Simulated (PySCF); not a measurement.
**SiCl2F (SMILES F[Si](Cl)Cl) at UCCSD(T)/STO-6G**

Aim: the vertical doublet–quartet gap of SiCl2F at UCCSD(T)/STO-6G, from 2 runs. Input form: a Python script.

The calculation is run with PySCF 2.14.0.

9 further runs of the same task are left out: 2 that didn't finish, 7 set aside as unsound or not needed.

## 1. The system as given

SiCl2F has 4 atoms, charge 0, and is taken as a doublet. As SMILES, `F[Si](Cl)Cl`. The shape is that of a GFN2-xTB optimisation.

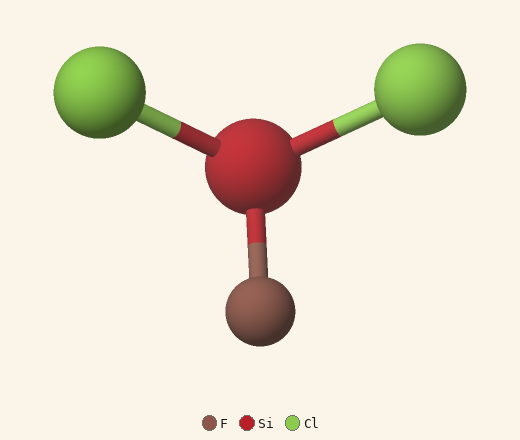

Viewed from a chosen angle; fluorine brown, silicon red, chlorine green.

## 2. The energy at UCCSD(T)/STO-6G

The input, geometry.xyz:

```xyz
4
Cl2FSi
F      1.188320    -0.376450     0.907180
Si     0.062910    -0.422220    -0.255610
Cl    -1.686390    -0.399210     0.731740
Cl     0.435160     1.197870    -1.383320
```

The input, input.py:

```python
# F[Si](Cl)Cl
from pyscf import gto, cc

system = gto.Mole()
system.atom = 'geometry.xyz'
system.verbose = 3
system.spin = 1
system.max_memory = 1860
system.basis = 'sto-6g'
system.build()

hf = system.UHF()
hf.conv_tol = 1e-10
hf.kernel()
if not hf.converged:
    hf = hf.newton().run(hf.mo_coeff, hf.mo_occ)

mycc = cc.CCSD(hf, frozen=16)
mycc.kernel()
e_t = mycc.ccsd_t()
e_tot = mycc.e_tot + e_t
print('E(%s) = %.9f' % ('CCSD(T)', e_tot))
```

Launch:

```console
OMP_NUM_THREADS=1 python input.py
```

The program printed:

```text
converged SCF energy = -1302.90997749402  <S^2> = 0.75392465  2S+1 = 2.0039208
E(UCCSD) = -1302.97153327618  E_corr = -0.06155578215940052
UCCSD(T) correction = -0.00375343030099322
E(CCSD(T)) = -1302.975286706
```

Wall time 1.9 s (1 thread of Arm Neoverse V1, shared host); peak memory 0.12 GiB.

## 3. The quartet at the same level

The input, input.py:

```python
from pyscf import gto, scf, cc

molecule = gto.M(
    atom='''
F      2.245599    -0.711387     1.714322
Si     0.118883    -0.797880    -0.483033
Cl    -3.186815    -0.754398     1.382788
Cl     0.822333     2.263646    -2.614096
''',
    basis='sto-6g',
    max_memory=1860,
    verbose=4,
    spin=3,
    unit='bohr',
)

mf = scf.UHF(molecule)
mf.conv_tol = 1e-10
mf.kernel()
if not mf.converged:
    mf = mf.newton().run(mf.mo_coeff, mf.mo_occ)

mycc = cc.CCSD(mf, frozen=16)
mycc.kernel()
e_t = mycc.ccsd_t()
etot = mycc.e_tot + e_t
print('Final energy', etot)
```

Launch:

```console
OMP_NUM_THREADS=1 python input.py
```

The program printed:

```text
PySCF version 2.14.0

[INPUT] num. atoms = 4
[INPUT] num. electrons = 57
[INPUT] charge = 0
[INPUT] spin (= nelec alpha-beta = 2S) = 3
[INPUT] symmetry False subgroup None
[INPUT] Mole.unit = bohr
[INPUT] Symbol           X                Y                Z      unit          X                Y                Z       unit  Magmom
[INPUT]  1 F      1.188319815665  -0.376449788545   0.907180134579 AA    2.245599000000  -0.711387000000   1.714322000000 Bohr   0.0
[INPUT]  2 Si     0.062910174366  -0.422219913049  -0.255610055722 AA    0.118883000000  -0.797880000000  -0.483033000000 Bohr   0.0
[INPUT]  3 Cl    -1.686389873418  -0.399210229564   0.731739897134 AA   -3.186815000000  -0.754398000000   1.382788000000 Bohr   0.0
[INPUT]  4 Cl     0.435159883387   1.197869876790  -1.383320030357 AA    0.822333000000   2.263646000000  -2.614096000000 Bohr   0.0

[... 27 lines left out ...]
WARN: HOMO 0.211908438558093 >= LUMO -0.527852903871923
[... 17 lines left out ...]
WARN: HOMO -0.0296445609707063 >= LUMO -0.0891969797184385
[... 17 lines left out ...]
WARN: HOMO -0.0296044529281018 >= LUMO -0.0880700379532686
[... 17 lines left out ...]
WARN: HOMO -0.0298600471762127 >= LUMO -0.0875953280450243
[... 17 lines left out ...]
WARN: HOMO -0.0298783920919111 >= LUMO -0.0875874492994008
[... 17 lines left out ...]
WARN: HOMO -0.0297839993229926 >= LUMO -0.0873802440847851
[... 17 lines left out ...]
WARN: HOMO -0.0297636534304837 >= LUMO -0.0874957085605358
[... 17 lines left out ...]
WARN: HOMO -0.0297632176536201 >= LUMO -0.087498981802179
[... 55 lines left out ...]
UCCSD converged
[... 2 lines left out ...]
Final energy -1302.5944526930127
```

Wall time 2.1 s (1 thread of Arm Neoverse V1, shared host); peak memory 0.11 GiB.

## 4. Outcome

Level: UCCSD(T)/STO-6G, 16 core orbitals frozen.

| quantity | value |
| --- | --- |
| doublet: total energy | -1302.97529 Eh |
| doublet: dipole moment (Hartree–Fock density) | 2.66 D |
| doublet: HOMO energy (Hartree–Fock orbitals) (highest over α and β) | -8.43 eV |
| doublet: LUMO energy (Hartree–Fock orbitals) (lowest over α and β) | 2.98 eV |
| doublet: correlation energy (16 core orbitals frozen) | -65.3 mEh |
| doublet: (T) correction | -3.75 mEh |
| doublet: ⟨S²⟩ of the reference determinant | 0.754 |
| doublet: T1 diagnostic | 0.013 |
| quartet: total energy | -1302.59445 Eh |
| quartet: dipole moment (Hartree–Fock density) | 2.04 D |
| quartet: HOMO energy (Hartree–Fock orbitals) (highest over α and β) | -0.81 eV |
| quartet: correlation energy (16 core orbitals frozen) | -71.1 mEh |
| quartet: (T) correction | -3.92 mEh |
| quartet: ⟨S²⟩ of the reference determinant | 3.753 |
| quartet: T1 diagnostic | 0.022 |
| vertical energy of the quartet above the doublet | 10.363 eV |

What this shows: At this shape the quartet lies 10.36 eV (1000 kJ/mol) above the doublet. In a minimal basis such a difference can be off by several eV, whatever the method. The triples (doublet) make up 5.7 % of the correlation energy. The triples (quartet) make up 5.5 % of the correlation energy.
